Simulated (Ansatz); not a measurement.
# H3NSSi (SMILES N[Si]S): what the fields show

Input file:

```
crystal:
  periodic: [false, false, false]
  atoms:
    - symbol: N
      position_ang: [-0.218352, -0.586540, -0.639692]
    - symbol: S
      position_ang: [1.724396, -2.586865, 0.249608]
    - symbol: Si
      position_ang: [0.602653, -0.826539, 0.851356]
    - symbol: H
      position_ang: [-0.148393, -1.138067, -1.490424]
    - symbol: H
      position_ang: [-0.867324, 0.186463, -0.743333]
    - symbol: H
      position_ang: [2.339004, -2.725775, 1.443160]
basis:
  gaussian:
    orbitals: def2-TZVPD
hamiltonian:
  xc: pbe0
output:
  forces: true
  orbitals: {seedname: orbitals}
```

Command:

```sh
ansatz run input.yaml --threads 2 --pin off --max-ram 5220MiB --events-out events.jsonl --progress --plain --runs-dir runs
```

Geometry: PBE0-D4/def2-SVP.

Theory: isolated molecule in a Gaussian basis; Kohn-Sham density functional theory, functional PBE0 (Ansatz).

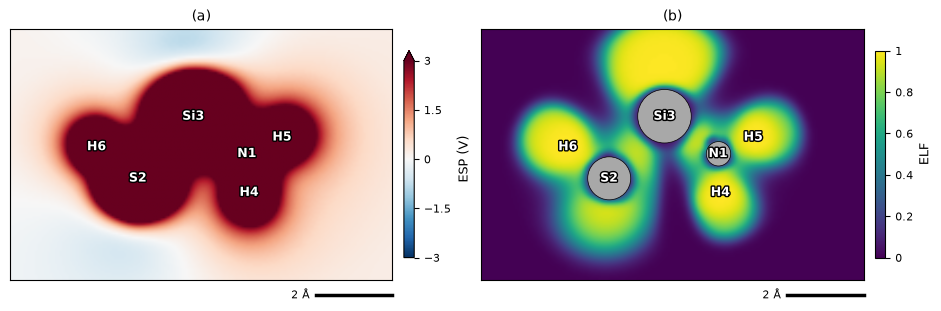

Figure 1. (a) molecular electrostatic potential; (b) electron localisation function on the molecular plane. Grey discs cover the atomic cores in the ELF map.

Q: Read the bonding off the picture.

A:
- The plane passes through N, S, Si and H nuclei.
- Si–N (1.72 Å): the ELF peaks at about 0.90 between the atoms: a shared but strongly polarised pair.
- Si–S (2.17 Å): the ELF peaks at about 0.90 between the atoms (a shared electron pair).
- N–H (1.01 Å): the ELF climbs to about 1 towards the hydrogen, as it does in any bond to H: a covalent bond by its length.
- S–H (1.35 Å): the ELF climbs to about 1 towards the hydrogen.
- The ELF also peaks beside S2 and Si3, away from the bonds: lone-pair regions.
- Outside the dense part of the molecule the potential is most negative (−0.8 V) near Si3.

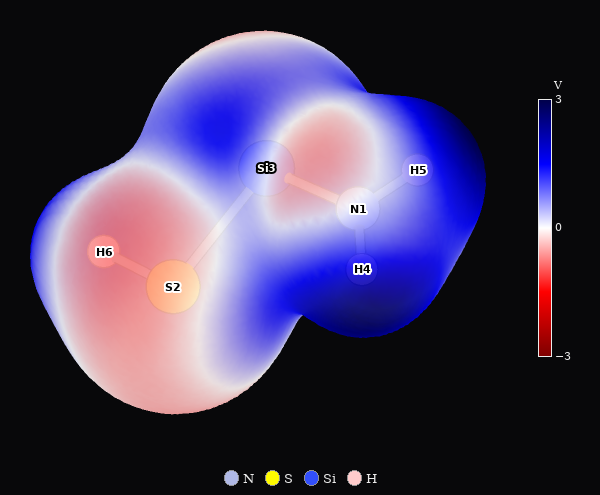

Figure 2. The molecular electrostatic potential painted on the density surface at 0.004 e/bohr³, seen at a tilt; red is negative and blue positive.

Q: Which sites attract a positive test charge, and which a negative one?

A: A positive charge is drawn to the negative regions and a negative charge to the positive ones. The most negative region (about −0.8 V) lies over S2 and Si3, the most positive (about +2.9 V) over H4 and H5.

Q: How polar is the molecule by this calculation?

A: Its dipole moment is 1.48 D.

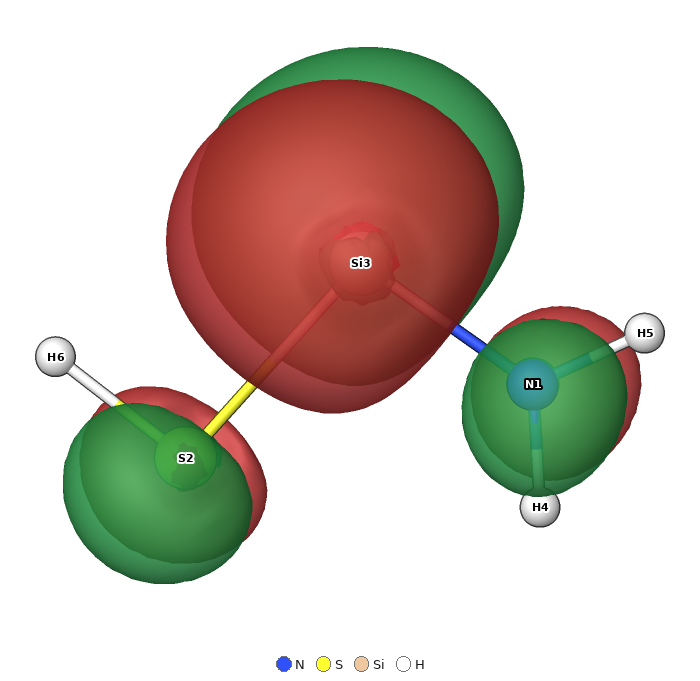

Figure 3. One frontier orbital at ±0.1 Å⁻³ᐟ² (green and red are the two phases), seen across its widest extent.

Q: Which orbital is it: HOMO or LUMO?

A: The LUMO, at −1.39 eV. By Hirshfeld shares it lies mainly on Si3 (about 75 %), S2 (about 15 %) and N1 (about 10 %); it changes sign across the molecular plane (π type).

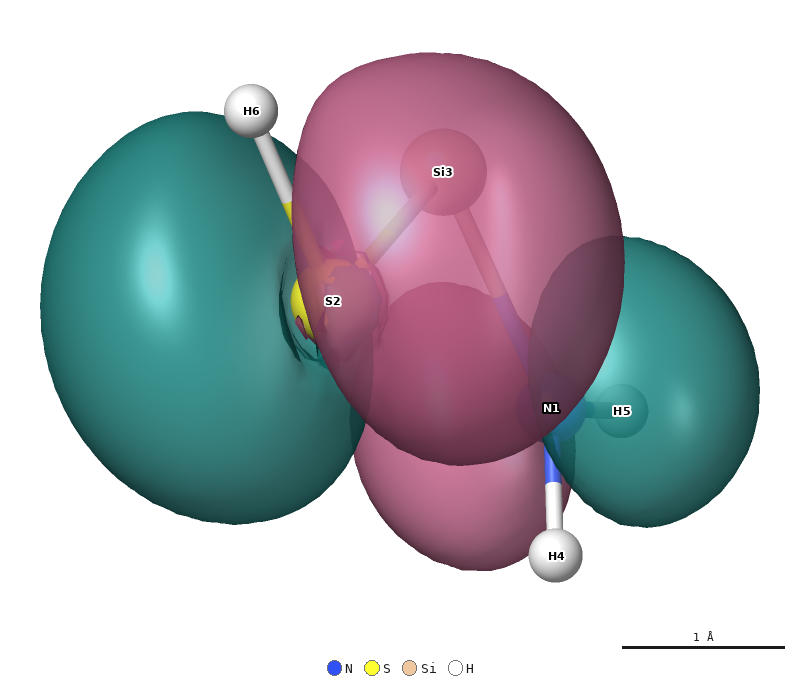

Figure 4. The HOMO−1 at ±0.1 Å⁻³ᐟ² (teal and pink are the two phases), seen at an oblique angle.

Q: Describe this orbital and give its energy.

A: By Hirshfeld shares it lies mainly on S2 (about 70 %) and N1 (about 20 %); it changes sign across the molecular plane (π type); π-antibonding (a node) across N1–Si3. Its energy is −7.47 eV.
